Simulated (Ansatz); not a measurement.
**Scan of one atom of the cell for SrVO3 (cubic perovskite)**

Relaxed SrVO3 (cubic perovskite):

```xyz
5
Lattice="3.8407 0.0000 0.0000 0.0000 3.8407 0.0000 0.0000 0.0000 3.8407" Properties=species:S:1:pos:R:3 pbc="T T T"
Sr     0.0000     0.0000     0.0000
V      1.9203     1.9203     1.9203
O      0.0000     1.9203     1.9203
O      1.9203     1.9203     0.0000
O      1.9203     0.0000     1.9203
```

Scan: atom 3 (O, nearest neighbour V at 1.920 Å; its periodic images, 3.8 Å or more away, move with it) is displaced along Cartesian [111], direction (0.577, 0.577, 0.577) in Cartesian axes, by s. The other atoms stay.

Computed with r2SCAN (plane waves to 500 eV, PAW, scalar-relativistic; Ansatz, a quantum-chemistry and plane-wave program). k mesh 10×10×10 (Γ-centred), Fermi-Dirac smearing 0.05 eV. Energies are smeared free energies. With partly filled bands, energies and forces of such displacements shift with the k mesh and the smearing. Relaxed SrVO3 ends ferromagnetic. SrVO3 is run spin-polarised and with no Hubbard U. SrVO3 was relaxed with its symmetry unable to fall. Other magnetic orders were not checked, so this need not be the ground state. The zero of ΔE is the undisplaced structure.

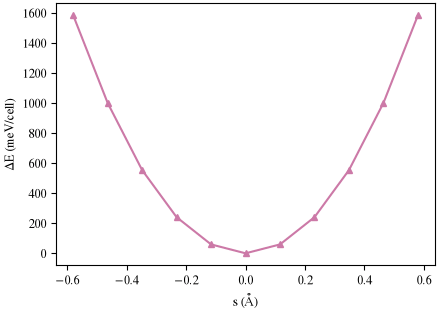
Figure: ΔE (meV/cell) against s (Å); markers are the computed points, lines only join them.

The force constant k = d²E/ds² at s = 0 (finite differences) is 8.76 eV/Å², the force along the line at s = -0.580 Å is 5.69 eV/Å and the energy at s = 0.580 Å is 1585 meV/cell. Symmetry of the curve: even: the same for both signs. Shape of the curve: a single well with its minimum at or next to zero displacement.

With its periodic images moving along, the atom's site symmetry in this cell is 4/mmm.

(A displaced cell: forces are minus the slopes of the energy, force constants its curvatures, and phonons follow from these.)
